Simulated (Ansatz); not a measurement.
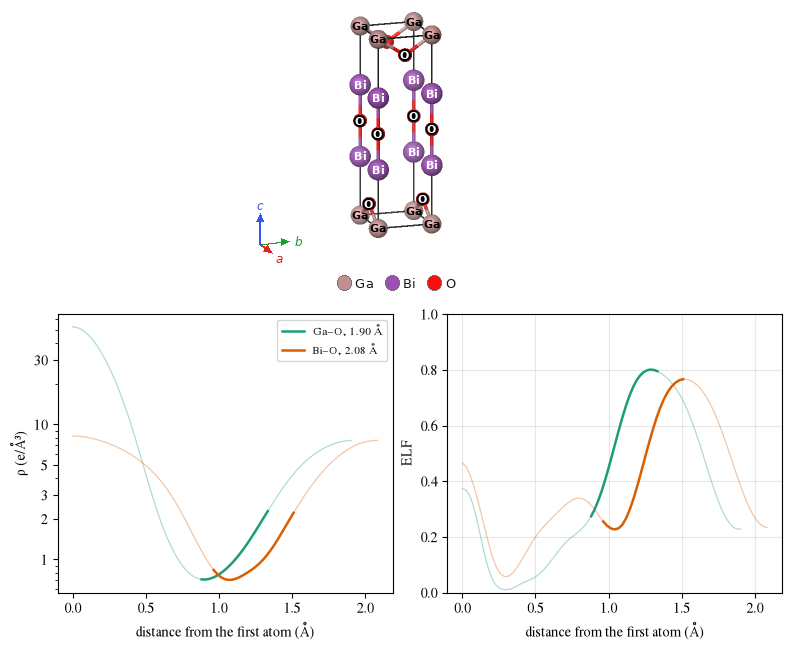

The picture shows: GaBi₂O₃. Valence charge density (pseudo) and electron localisation function along straight lines between neighbouring atoms. Thin, pale parts lie inside the atomic spheres. The structure is drawn too.

Space group P-4m2; a generated structure, not necessarily the stable one; computed without spin polarisation.

Theory: DFT PBE, scalar-relativistic, plane waves, PAW (Ansatz).

The density is the valence pseudo-density of a PAW calculation; it isn't the true density close to the nuclei.

Input file:

```
crystal:
  lattice:
    - [3.1817110192, 0.0, 0.0]
    - [0.0, 3.1817110192, 0.0]
    - [0.0, 0.0, 10.9777914993]
  atoms:
    - { symbol: Ga, position: [0.0, 0.0, 0.0] }
    - { symbol: Bi, position: [0.0, 0.0, 0.6897158568] }
    - { symbol: Bi, position: [0.0, 0.0, 0.3102841432] }
    - { symbol: O, position: [0.0, 0.5, 0.9046075158] }
    - { symbol: O, position: [0.5, 0.0, 0.0953924842] }
    - { symbol: O, position: [0.0, 0.0, 0.5] }
basis:
  ecutwfc: 420
kpoints:
  mp_grid: { grid: [10, 10, 4] }
  band_path:
    path:
      - [[0.0, 0.0, 0.0], [0.0, 0.5, 0.0], [0.5, 0.5, 0.0], [0.0, 0.0, 0.0], [0.0, 0.0, 0.5], [0.0, 0.5, 0.5], [0.5, 0.5, 0.5], [0.0, 0.0, 0.5]]
      - [[0.0, 0.5, 0.0], [0.0, 0.5, 0.5]]
      - [[0.5, 0.5, 0.0], [0.5, 0.5, 0.5]]
    npoints: 14
hamiltonian:
  xc: pbe
scf:
  occupations: { method: gaussian, width: 0.1 }
  n_extra_bands: 15
output:
  forces: true
  stress: true
  eigenvalues: true
  populations: true
  dos: { projected: true, de: 0.02, nscf_kmesh: { grid: [12, 12, 5] } }
  bader: true
  write_density: true
  write_potential: true
  elf: true
  volumetric_format: npy
```

Run with:

```sh
ansatz run input.yaml --threads 1 --pin off --max-ram 2560MiB --backend cpu --events-out ev --progress --plain --runs-dir out
```

Below, planes, directions and counts refer to the conventional cell (a = 3.18 Å, b = 3.18 Å, c = 10.98 Å, α = 90.00°, β = 90.00°, γ = 90.00°).

**What can be read from the curves?**

Ga–O (1.90 Å): the density is about 0.73 e/Å³ at the midpoint; the ELF peaks at about 0.80 in the valence shell of O, 0.6 Å from its nucleus, and is about 0.35 at the midpoint.
Bi–O (2.08 Å): ρ at the midpoint is about 0.71 e/Å³; the ELF peaks at about 0.75 in the valence shell of O, 0.6 Å from its nucleus, and drops to about 0.25 between the two atoms; no localised pair shows between them.
